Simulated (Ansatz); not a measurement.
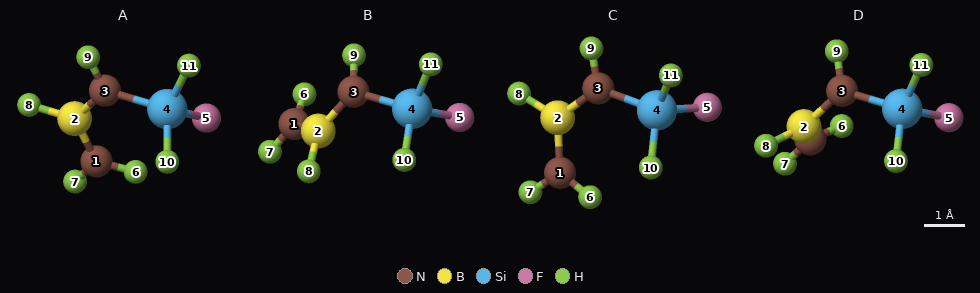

4 geometries from a converged minimum-energy path of BSiN₂H₆F, shuffled. A ball-and-stick model, seen at a tilt.

Computed with Ansatz 0.2.0, RKS PBE-D4/def2-SVP. Set-up: 9 movable images; climbing image; force threshold 0.05 eV/Å; iteration limit 60; starting path through a guess of the saddle point.

One of them is the converged climbing image. Which?

D. In order along the path, whose images run from 0 to 10: B (image 2, +0.12 eV), D (image 5, +0.49 eV), A (image 8, +0.04 eV), C (image 10, +0.03 eV). The motion is a rotation about the B2–N3 bond by about 175°. No bond forms or breaks between the ends. Among the angles between lasting bonds that change up to the highest image: N3–B2–H8 118.4° → 121.9°, B2–N3–H9 117.9° → 115.2°.

Cost: 3.6 min on 2 threads of Arm Neoverse V1, with other jobs on the host, peak memory 0.14 GiB.
